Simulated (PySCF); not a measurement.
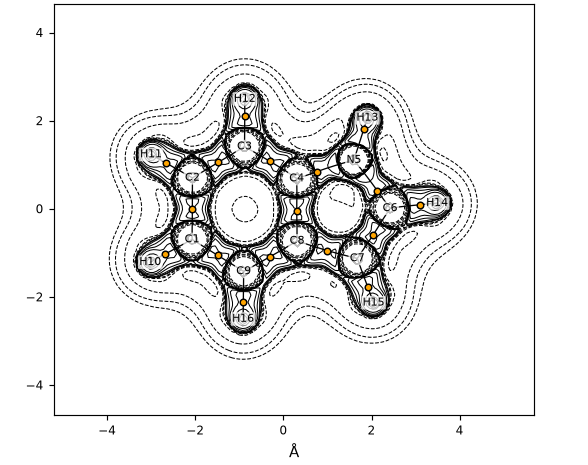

Figure 1: C8H7N, SMILES `c1ccc2[nH]ccc2c1`. Negative Laplacian of the density (−∇²ρ) in the molecular plane (solid lines positive, dashed lines negative, contours at ±0.02 to ±8 a.u.), with bond paths and bond critical points (dots).

PySCF calculation, BP86/6-311G**, gas phase; geometry: GFN2-xTB. No frequency check shows the geometry to be a minimum.

Coordinates in Å:

```
C1       2.1394    0.6805    0.0000
C2       2.1121   -0.7173    0.0000
C3       0.9212   -1.4108    0.0000
C4      -0.2535   -0.6696    0.0000
N5      -1.5583   -1.0710    0.0000
C6      -2.3641    0.0348    0.0000
C7      -1.6038    1.1626    0.0000
C8      -0.2423    0.7468    0.0000
C9       0.9790    1.4206    0.0000
H10      3.0957    1.1833    0.0000
H11      3.0452   -1.2614    0.0000
H12      0.9000   -2.4911    0.0000
H13     -1.8764   -2.0248    0.0000
H14     -3.4326   -0.0691    0.0000
H15     -1.9592    2.1737    0.0000
H16      1.0068    2.5003    0.0000
```

Question: At which bond critical points in this plane is charge locally concentrated, and at which depleted?

Answer: Concentrated (∇²ρ < 0): N5–H13 (−1.63 a.u.); C6–C7 (−0.90 a.u.); C1–C9 (−0.87 a.u.); C2–C3 (−0.86 a.u.); C3–C4 (−0.83 a.u.); C4–N5 (−0.70 a.u.); C8–C9 (−0.82 a.u.); N5–C6 (−0.67 a.u.); C1–C2 (−0.81 a.u.); C4–C8 (−0.79 a.u.); C7–C8 (−0.72 a.u.); C6–H14 (−0.98 a.u.); C7–H15 (−0.96 a.u.); C2–H11 (−0.95 a.u.); C9–H16 (−0.95 a.u.); C1–H10 (−0.95 a.u.); C3–H12 (−0.94 a.u.). At none is it depleted.

Question: Where along N5–H13 does the critical point lie?

Answer: 0.74 Å from N5 and 0.27 Å from H13.
